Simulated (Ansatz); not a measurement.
## Nudged elastic band, with input and output: GeH$_{4}$O$_{3}$F$_{2}$ (part 1 of 2)

The run: nudged elastic band of GeH$_{4}$O$_{3}$F$_{2}$. Method and program: RKS B3LYP-D4/def2-SVP (Ansatz 0.2.0).

The run did not end well. One setting was made poor on purpose. It belongs to a series of runs on one base structure; here: band between the two ends.

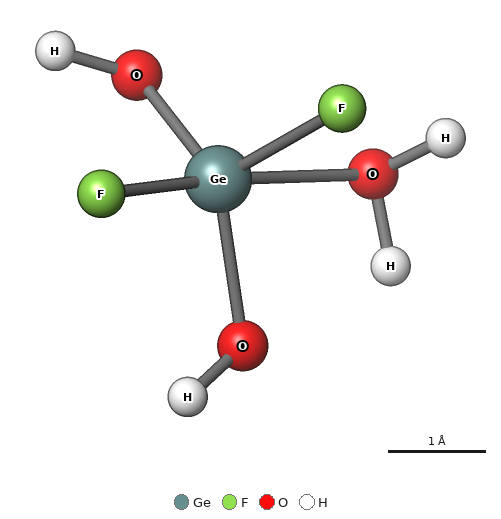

Figure 1. The structure as given in the input (ball-and-stick view, seen at a tilt). Sticks mark near contacts.

Input file:
```yaml
crystal:
  periodic: [false, false, false]
  atoms:
    - { symbol: Ge, position_ang: [0.009392, 0.078187, 0.125909] }
    - { symbol: F, position_ang: [-0.287054, -0.292096, 1.805251] }
    - { symbol: O, position_ang: [1.678381, -0.230656, -0.390865] }
    - { symbol: H, position_ang: [1.707449, -1.04652, -0.911303] }
    - { symbol: O, position_ang: [-0.973502, 1.367824, -0.55005] }
    - { symbol: H, position_ang: [-1.68124, 0.96125, -1.072802] }
    - { symbol: F, position_ang: [-0.76354, -1.321549, -0.603928] }
    - { symbol: O, position_ang: [1.116892, 1.737333, 1.086082] }
    - { symbol: H, position_ang: [2.030058, 1.482595, 0.867906] }
    - { symbol: H, position_ang: [1.006962, 1.550828, 2.032398] }
basis:
  gaussian: { orbitals: def2-SVP }
hamiltonian:
  xc: b3lyp
  dispersion: d4
neb:
  order_check: false
  images: 7
  f_tol: 0.03
  max_iterations: 6
  final_atoms:
    - { symbol: Ge, position_ang: [0.53542239, -0.04241735, -0.20696984] }
    - { symbol: F, position_ang: [-1.07758827, 1.89410601, 1.79089742] }
    - { symbol: O, position_ang: [1.79140483, -0.09000446, -1.42487214] }
    - { symbol: H, position_ang: [1.64295945, -0.76211095, -2.10485303] }
    - { symbol: O, position_ang: [-0.93373033, 0.75111084, -0.68689485] }
    - { symbol: H, position_ang: [-1.29728399, 1.24781078, 0.076179] }
    - { symbol: F, position_ang: [0.24038, -1.67837712, 0.29039683] }
    - { symbol: O, position_ang: [1.15651747, 0.84731309, 1.20877661] }
    - { symbol: H, position_ang: [1.94606888, 0.48001515, 1.62892239] }
    - { symbol: H, position_ang: [-0.16035243, 1.63975001, 1.81701561] }
  initial_path:
    images:
      - { positions_ang: [[0.009392, 0.078187, 0.125909], [-0.287054, -0.292096, 1.805251], [1.678381, -0.230656, -0.390865], [1.707449, -1.04652, -0.911303], [-0.973502, 1.367824, -0.55005], [-1.68124, 0.96125, -1.072802], [-0.76354, -1.321549, -0.603928], [1.116892, 1.737333, 1.086082], [2.030058, 1.482595, 0.867906], [1.006962, 1.550828, 2.032398]] }
      - { positions_ang: [[0.00621809, 0.05784648, 0.09726334], [-0.21622602, -0.20636338, 1.86409018], [1.67525378, -0.18097957, -0.43743772], [1.77428934, -1.03220774, -0.85056507], [-0.9365035, 1.38372502, -0.56669802], [-1.70719055, 1.02154088, -1.01290973], [-0.77396115, -1.33671754, -0.58088137], [1.11141386, 1.71356078, 0.96973695], [1.98986081, 1.4463152, 0.94922456], [0.92064333, 1.42047587, 1.95677488]] }
      - { positions_ang: [[0.00304417, 0.03750597, 0.06861769], [-0.14539803, -0.12063077, 1.92292936], [1.67212656, -0.13130315, -0.48401044], [1.84112968, -1.01789547, -0.78982714], [-0.899505, 1.39962603, -0.58334605], [-1.73314109, 1.08183176, -0.95301746], [-0.7843823, -1.35188608, -0.55783474], [1.10593572, 1.68978857, 0.8533919], [1.94966363, 1.41003541, 1.03054313], [0.83432466, 1.29012374, 1.88115176]] }
      - { positions_ang: [[-0.00012974, 0.01716545, 0.03997203], [-0.07457005, -0.03489815, 1.98176854], [1.66899935, -0.08162672, -0.53058317], [1.90797003, -1.00358321, -0.72908921], [-0.8625065, 1.41552705, -0.59999407], [-1.75909164, 1.14212264, -0.89312519], [-0.79480346, -1.36705463, -0.53478811], [1.10045757, 1.66601635, 0.73704685], [1.90946644, 1.37375561, 1.11186169], [0.74800599, 1.1597716, 1.80552864]] }
      - { positions_ang: [[-0.00330365, -0.00317507, 0.01132637], [-0.00374206, 0.05083446, 2.04060772], [1.66587213, -0.03195029, -0.57715589], [1.97481037, -0.98927094, -0.66835128], [-0.825508, 1.43142806, -0.6166421], [-1.78504218, 1.20241352, -0.83323292], [-0.80522461, -1.38222317, -0.51174148], [1.09497943, 1.64224414, 0.6207018], [1.86926926, 1.33747582, 1.19318025], [0.66168732, 1.02941947, 1.72990552]] }
      - { positions_ang: [[0.13137786, -0.01298564, -0.04324768], [-0.27220362, 0.51165235, 1.97818014], [1.69725531, -0.04646384, -0.78908495], [1.89184764, -0.93248094, -1.02747672], [-0.85256358, 1.26134876, -0.63420529], [-1.66310264, 1.21376284, -0.60587994], [-0.54382346, -1.45626165, -0.3112069], [1.11036394, 1.44351138, 0.7677205], [1.88846916, 1.12311065, 1.30211579], [0.45617738, 1.18200211, 1.75168304]] }
      - { positions_ang: [[0.26605937, -0.02279621, -0.09782173], [-0.54066517, 0.97247024, 1.91575257], [1.72863848, -0.06097738, -1.00101401], [1.80888491, -0.87569095, -1.38660216], [-0.87961917, 1.09126945, -0.65176847], [-1.54116309, 1.22511215, -0.37852696], [-0.2824223, -1.53030014, -0.11067232], [1.12574845, 1.24477861, 0.91473921], [1.90766907, 0.90874548, 1.41105132], [0.25066745, 1.33458474, 1.77346056]] }
      - { positions_ang: [[0.40074088, -0.03260678, -0.15239578], [-0.80912672, 1.43328812, 1.85332499], [1.76002166, -0.07549092, -1.21294308], [1.72592218, -0.81890095, -1.7457276], [-0.90667475, 0.92119015, -0.66933166], [-1.41922354, 1.23646146, -0.15117398], [-0.02102115, -1.60433863, 0.08986226], [1.14113296, 1.04604585, 1.06175791], [1.92686897, 0.69438032, 1.51998686], [0.04515751, 1.48716738, 1.79523809]] }
      - { positions_ang: [[0.53542239, -0.04241735, -0.20696984], [-1.07758827, 1.89410601, 1.79089742], [1.79140483, -0.09000446, -1.42487214], [1.64295945, -0.76211095, -2.10485303], [-0.93373033, 0.75111084, -0.68689485], [-1.29728399, 1.24781078, 0.076179], [0.24038, -1.67837712, 0.29039683], [1.15651747, 0.84731309, 1.20877661], [1.94606888, 0.48001515, 1.62892239], [-0.16035243, 1.63975001, 1.81701561]] }
```

Run on 4 threads of Arm Neoverse V1, 24 GiB of memory available, shared host.

Launched with:
```bash
ansatz run input.yaml --threads 4 --pin off --max-ram 5120MiB --backend cpu --events-out ev --progress --plain --runs-dir out
```

The program's output:
```
Engine: ansatz 0.2.0, aarch64-unknown-linux-gnu
Functional definition: B3LYP
  parameter a0 = 0.2
  parameter ax = 0.72
  parameter ac = 0.81
  exchange = (1 - a0 - ax)*slater_x + ax*b88_x + a0*exact_x
  correlation = (1 - ac)*vwn_rpa_c + ac*lyp_c
1251 factors; integrals over basis functions are off by at most 5.2e-4 eV
mean field evaluation 1: about -68133.7034 eV, gradient 9.0e1 eV
mean field evaluation 2: about -68113.5934 eV, gradient 1.4e2 eV
mean field evaluation 4: about -68146.6940 eV, gradient 5.9e0 eV
mean field evaluation 8: about -68146.7661 eV, gradient 7.8e-2 eV
mean field -68146.76609058 eV, -2504.3474622917 hartree, gradient 6.3e-5 eV, S^2 0.000000; 0 other end points of the search recorded, 0 dependent functions left out
the calculation of the forces begins
reference -68146.76630726 eV, -2504.3474702546 hartree; 39, 39 occupied and 83, 83 virtual orbitals, 1251 factors
1253 factors; integrals over basis functions are off by at most 1.4e-3 eV
mean field evaluation 16: about -68133.2732 eV, gradient 9.1e1 eV
mean field evaluation 32: about -68146.5199 eV, gradient 7.1e-6 eV
mean field -68146.51993767 eV, -2504.3384163390 hartree, gradient 7.0e-6 eV, S^2 0.000000; 0 other end points of the search recorded, 0 dependent functions left out
[... from here on the field's lines of each further geometry are left out, up to the last ...]
NEB iter   1: max|band force component| = 2.751e1 eV/Å  barrier→ = 6.1008 eV  barrier← = 5.8537 eV  Δτ_max = 0.2000 Å  (247 SCF iters)
NEB iter   2: max|band force component| = 3.848e0 eV/Å  barrier→ = 1.8027 eV  barrier← = 1.5555 eV  Δτ_max = 0.1964 Å  (217 SCF iters)
NEB iter   3: max|band force component| = 2.033e0 eV/Å  barrier→ = 1.1885 eV  barrier← = 0.9413 eV  Δτ_max = 0.2000 Å  (212 SCF iters)
NEB iter   4: max|band force component| = 1.652e0 eV/Å  barrier→ = 1.0590 eV  barrier← = 0.8118 eV  Δτ_max = 0.1946 Å  (207 SCF iters)
NEB iter   5: max|band force component| = 1.230e0 eV/Å  barrier→ = 0.9725 eV  barrier← = 0.7253 eV  Δτ_max = 0.1962 Å  (202 SCF iters)
the calculation of the forces begins
reference -68146.40863967 eV, -2504.3343262130 hartree; 39, 39 occupied and 83, 83 virtual orbitals, 1253 factors
these checks for a lower state are left out or cut short: starts, cluster_reference, orbital_swaps, neighbouring_geometries, increment
1253 factors; integrals over basis functions are off by at most 1.5e-3 eV
mean field -68146.50132337 eV, -2504.3377322763 hartree, gradient 1.0e-5 eV, S^2 0.000000; 0 other end points of the search recorded, 0 dependent functions left out
the calculation of the forces begins
reference -68146.50153849 eV, -2504.3377401819 hartree; 39, 39 occupied and 83, 83 virtual orbitals, 1253 factors
NEB iter   6: max|band force component| = 8.727e-1 eV/Å  barrier→ = 0.9643 eV  barrier← = 0.7171 eV  Δτ_max = 0.1998 Å  (206 SCF iters)
```

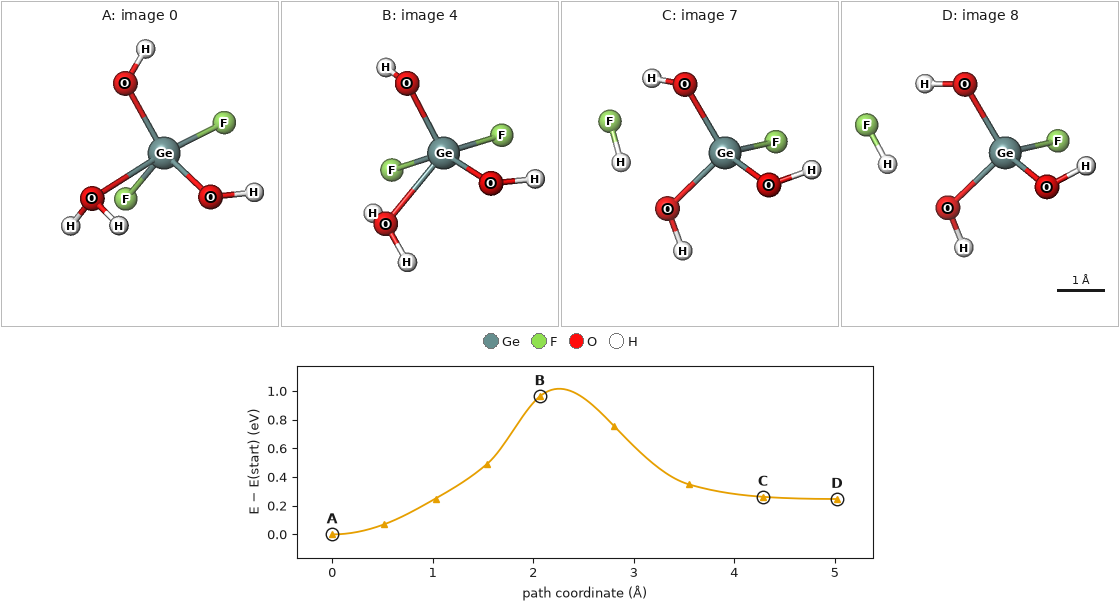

Figure 2. Images of the last band (counted from 0; ball-and-stick, seen at a tilt) above the energy along the path; the line is a cubic interpolation that uses the forces. The highest image is number 4, 0.964 eV above the start and 0.717 eV above the end; the end lies 0.247 eV above the start. The path is 5.02 Å long. The band had not converged after 6 iterations.
